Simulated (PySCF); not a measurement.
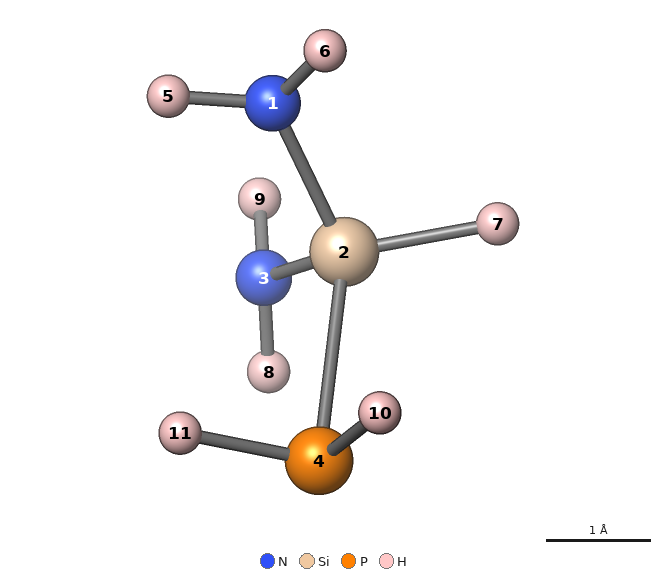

Orthographic view. Distant atoms are faded towards the background colour. The geometry was computed by an optimisation with PBE0-D3(BJ)/def2-SVP. No frequency run is at hand to confirm it as a minimum.

Write a Z-matrix (Å, degrees) in the order of the atom numbers, with these reference atoms: 2 to 1; 3 to 2, 1; 4 to 2, 3, 1; 5 to 1, 2, 3; 6 to 1, 5, 2; 7 to 2, 3, 1; 8 to 3, 2, 7; 9 to 3, 8, 2; 10 to 4, 2, 7; 11 to 4, 10, 2.

```
N  
Si   1   1.726
N    2   1.724   1   106.5
P    2   2.277   3   103.1   1   128.1
H    1   1.014   2   120.2   3    56.3
H    1   1.013   5   111.5   2  -147.0
H    2   1.501   3   118.9   1  -116.6
H    3   1.013   2   120.3   7    80.8
H    3   1.014   8   111.7   2   148.2
H    4   1.429   2    93.5   7    59.4
H    4   1.429  10    93.9   2   -94.4
```
